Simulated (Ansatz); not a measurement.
# C2H9FSi2: one species, many methods

Aim: compute C2H9FSi2 with functionals from several rungs and with coupled cluster. The yardstick is the atomisation energy at the CCSD(T) limit.

The runs use Ansatz 0.2.0, Gaussian basis; functionals in def2-TZVPP, the program's frozen cores in correlated methods.

Levels to be run: PBE-D4, r2SCAN-D4, PBE0-D4, B3LYP-D4, ωB97X-V, ωB97M-V, B2PLYP; CCSD(T)/def2-TZVPP; MP2/def2-QZVPP; extrapolation to the limit.

## (1) The relaxed structure

The geometry comes from an earlier relaxation with PBE0-D4 in a triple-zeta def2 set; it is a stationary point, not always the lowest conformer.

SMILES `CC(F)([SiH3])[SiH3]`, 14 atoms, charge 0, spin multiplicity 1.

Atoms are counted from 1 here; the program's logs count them from 0.

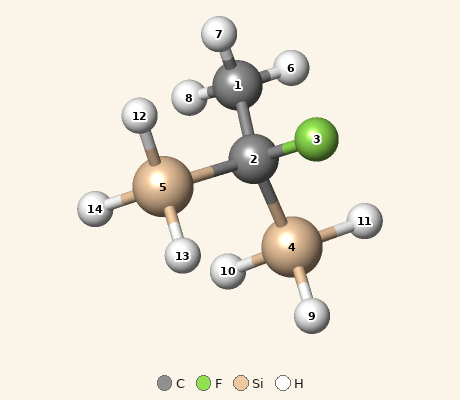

The geometry (carbon grey, fluorine green, silicon light orange, hydrogen white); atoms are numbered from 1 in the order of the file.

## (2) PBE-D4 (GGA)

File in.yaml:

```yaml
crystal:
  periodic: [false, false, false]
  atoms:
    - {symbol: C, position_ang: [-1.138341, 0.329661, 1.036080]}
    - {symbol: C, position_ang: [0.197867, 0.221358, 0.326539]}
    - {symbol: F, position_ang: [1.172427, 0.876653, 1.127384]}
    - {symbol: Si, position_ang: [0.186657, 1.132062, -1.343065]}
    - {symbol: Si, position_ang: [0.770005, -1.585707, 0.170678]}
    - {symbol: H, position_ang: [-1.425838, 1.375854, 1.173869]}
    - {symbol: H, position_ang: [-1.099589, -0.145112, 2.020591]}
    - {symbol: H, position_ang: [-1.920173, -0.163303, 0.451822]}
    - {symbol: H, position_ang: [1.533398, 1.077667, -1.964567]}
    - {symbol: H, position_ang: [-0.799048, 0.472762, -2.241297]}
    - {symbol: H, position_ang: [-0.213743, 2.545934, -1.120013]}
    - {symbol: H, position_ang: [0.809159, -2.198779, 1.524076]}
    - {symbol: H, position_ang: [2.115776, -1.644587, -0.452555]}
    - {symbol: H, position_ang: [-0.201459, -2.323564, -0.680740]}
basis:
  gaussian: {orbitals: def2-TZVPP}
hamiltonian: {xc: pbe, dispersion: d4}
output: {forces: true, orbitals: {seedname: orbitals}}
```

The run is started by

```
> ansatz run in.yaml --threads 4 --pin off --events-out ev --progress --plain --max-ram 10444MiB
```

The runs that follow: r2SCAN-D4 (meta-GGA); PBE0-D4 (hybrid); B3LYP-D4 (hybrid); ωB97X-V (range-separated); ωB97M-V (range-separated); B2PLYP (double hybrid); CCSD(T) in def2-TZVPP; MP2 in def2-QZVPP.

**Question.** What will the summary of the whole plan be? Wanted: atomisation energy, CCSD(T)/CBS; farthest; mean size of error, hybrid; mean size of error, range-separated; gap, smallest and largest; T1 diagnostic; triples share of the correlation energy.

**Answer**, as computed:

| quantity | value |
| --- | --- |
| atomisation energy, CCSD(T)/CBS | 4738.4 kJ/mol |
| functionals within 23.7 kJ/mol (0.5 %) | PBE-D4, r2SCAN-D4, B3LYP-D4, ωB97M-V |
| farthest | B2PLYP (-65.7 kJ/mol) |
| mean size of error, hybrid | 15.8 kJ/mol |
| mean size of error, range-separated | 16.5 kJ/mol |
| gap, smallest and largest | 5.91 eV (PBE-D4), 12.40 eV (ωB97X-V) |
| T1 diagnostic | 0.0121 |
| triples share of the correlation energy | 3.4 % |

In words: PBE-D4 misses by +18.4 kJ/mol. Double hybrids carry the basis error of their MP2 part in triple zeta, and no dispersion term here, so their miss is partly the set-up's. Misses under about 23.7 kJ/mol are within the doubt on the reference itself, which lacks core-valence correlation, relativity and higher excitations. Hartree-Fock recovers 75 % of the binding; the rest is correlation. Orbital gaps span 5.9 to 12.4 eV; exact exchange widens them.
